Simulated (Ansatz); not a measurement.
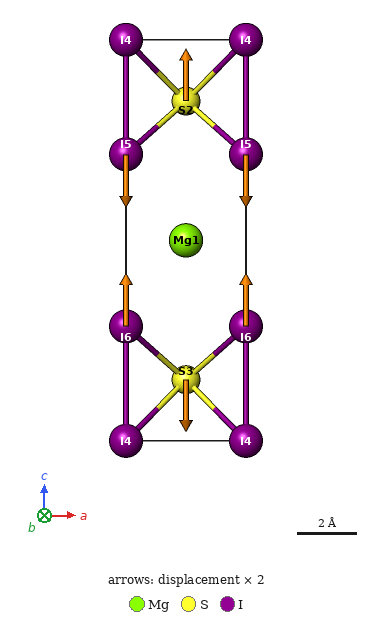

This is a relaxation of solid MgS₂I₃ (a generated structure, set up in P4/mmm) (coarse preliminary run). The starting structure is drawn; orange arrows show the displacements (the part carried along by the change of the cell is left out), magnified 2 times.

The picture is a ball-and-stick view of the cell of the calculation, seen along the b axis.

Theory: Ansatz, DFT PBE, scalar-relativistic, plane waves, PAW.

Input file:
```yaml
crystal:
  lattice:
    - [4.10030365, 0.0, 0.0]
    - [0.0, 4.10030365, 0.0]
    - [0.0, 0.0, 13.70652591]
  atoms:
    - { symbol: Mg, position: [0.5, 0.5, 0.5] }
    - { symbol: S, position: [0.5, 0.5, 0.84736025] }
    - { symbol: S, position: [0.5, 0.5, 0.15263975] }
    - { symbol: I, position: [0.0, 0.0, 0.0] }
    - { symbol: I, position: [0.0, 0.0, 0.71455228] }
    - { symbol: I, position: [0.0, 0.0, 0.28544772] }
basis:
  ecutwfc: 420
kpoints:
  mp_grid: { grid: [4, 4, 2] }
hamiltonian:
  xc: pbe
scf:
  occupations: { method: gaussian, width: 0.1 }
  lower_state_search: "off"
output:
  forces: true
  stress: true
  eigenvalues: true
relax:
  adjacent_minimum: "off"
  f_tol: 0.04
  max_steps: 70
  cell: { stress_tol: 0.4 }
```

Launched with:
```bash
ansatz run input.yaml --threads 1 --pin off --max-ram 2048MiB --backend cpu --events-out ev --progress --plain --runs-dir out
```

### Describe the change and its energy.

Over 12 accepted moves (13 points after the start) the energy falls by 5.067 eV per cell of the calculation. The largest force component goes from 0.17 to 0.033 eV/Å. The pressure goes from −4.98 to −0.01 GPa. The SCF was repeated once at an unchanged geometry on a basis and grid sized afresh for the cell, which shifted the energy by 1.9 meV per cell of the calculation at most. The largest moves relative to the cell, 0.92 Å, are those of I5 and I6. I6 goes along +c. By element the largest moves are I 0.92 Å, S 0.90 Å. Mg stays in place. The drawn cell changes as follows: a = b 4.100 → 3.975 Å (−3.1 %), c 13.707 → 12.705 Å (−7.3 %); the volume changes by −12.9 %. Among the contacts that change: S2–S3 4.184 → 2.075 Å, S2–I5 3.423 → 4.495 Å, Mg1–I5 4.130 → 3.342 Å, I4–I5 3.912 → 4.545 Å. New bonds form: Mg1–I5 (4.13 → 3.34 Å), Mg1–I6 (4.13 → 3.34 Å), S2–S3 (4.18 → 2.08 Å). The space group stays P4/mmm (No. 123).

Limits of the set-up: the k-point mesh is coarse for a cell with partly filled bands.
